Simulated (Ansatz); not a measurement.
Cl3HSi

Input

```
crystal:
  periodic: [false, false, false]
  atoms:
    - { symbol: Si, position_ang: [0.094081, 0.0, 0.203737] }
    - { symbol: H, position_ang: [0.115696, 0.0, 1.651483] }
    - { symbol: Cl, position_ang: [2.17157, 0.0, 0.044701] }
    - { symbol: Cl, position_ang: [-0.730323, 1.662149, -0.624061] }
    - { symbol: Cl, position_ang: [-0.730323, -1.662149, -0.624061] }
basis:
  gaussian: { orbitals: def2-SVP }
hamiltonian:
  xc: { name: BHLYP }
  dispersion: d4
relax:
  f_tol: 0.03
  max_steps: 50
output:
  orbitals: {}
```

Run with:

```sh
ansatz run input.yaml --threads 1 --pin off --max-ram 2048MiB --backend cpu --events-out ev --progress --plain --runs-dir out
```

The fields are those of the run's last geometry, not of the input's.

Method: RKS BHLYP-D4/def2-SVP in Ansatz 0.2.0.

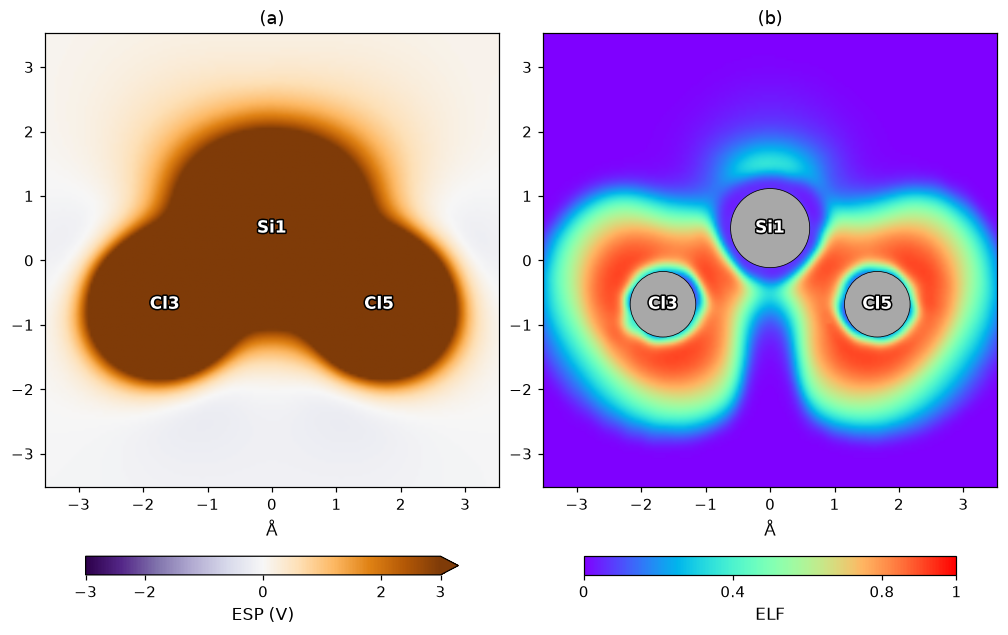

Figure 1. (a) molecular electrostatic potential; (b) ELF on the plane of atoms Cl3, Si1 and Cl5. Grey discs cover the atomic cores in the ELF map.

What do the fields say about this system?

Answer. Atoms in the plane: Si and Cl.
Si–Cl (2.04 Å): the ELF peaks at about 0.90 between the atoms (a shared but strongly polarised pair).
The ELF also peaks beside Cl3 and Cl5, away from the bonds: lone-pair regions.
The potential has no marked negative region in this plane.

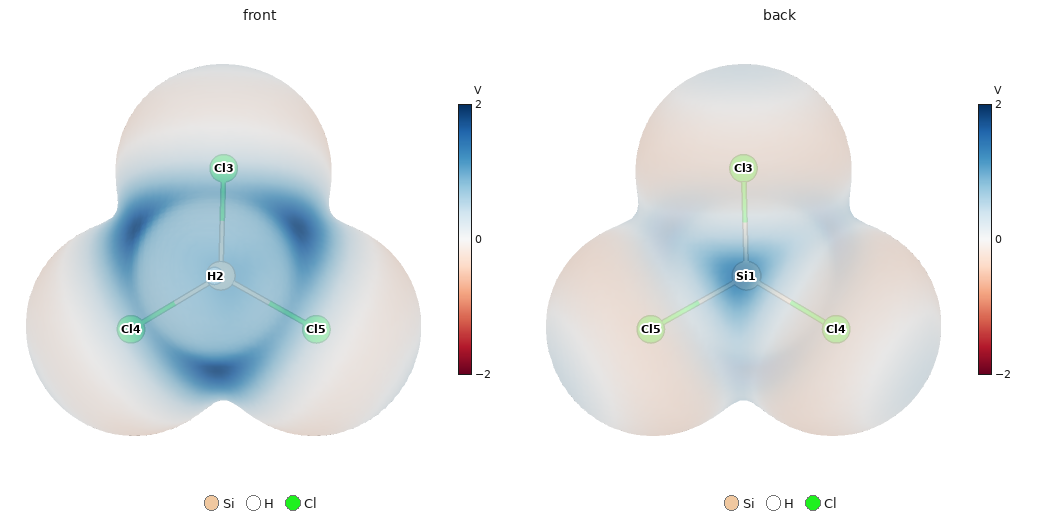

Figure 2. The electrostatic potential painted on the density surface at 0.002 e/bohr³, seen from the front and from behind; the colour scale runs from red (negative) to blue (positive).

Which sites attract a positive test charge, and which a negative one?

Answer. A positive charge is drawn to the negative regions and a negative charge to the positive ones. The most negative region (about −0.3 V) lies over Cl3, Cl4 and Cl5, the most positive (about +1.7 V, or +39 kcal/mol for a unit charge) over Si1.

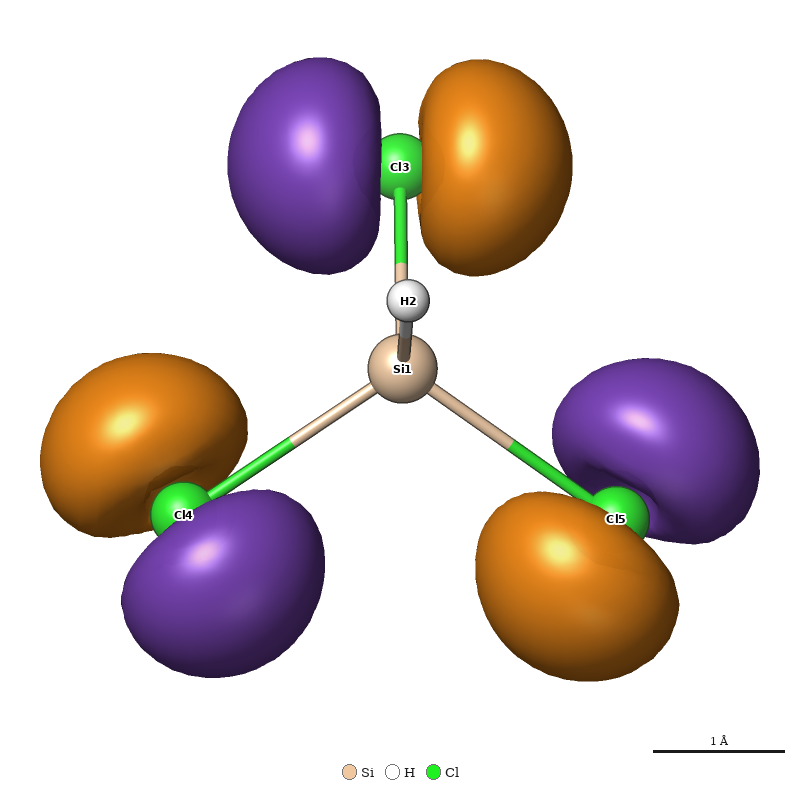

Figure 3. The HOMO at ±0.15 Å⁻³ᐟ² (orange and purple are the two phases), seen at a tilt.

What is the character of this orbital?

Answer. It lies mainly on Cl3 (about 30 %), Cl4 (about 30 %) and Cl5 (about 30 %); largely a combination of lone pairs on Cl3, Cl4 and Cl5. Its energy is −10.47 eV.
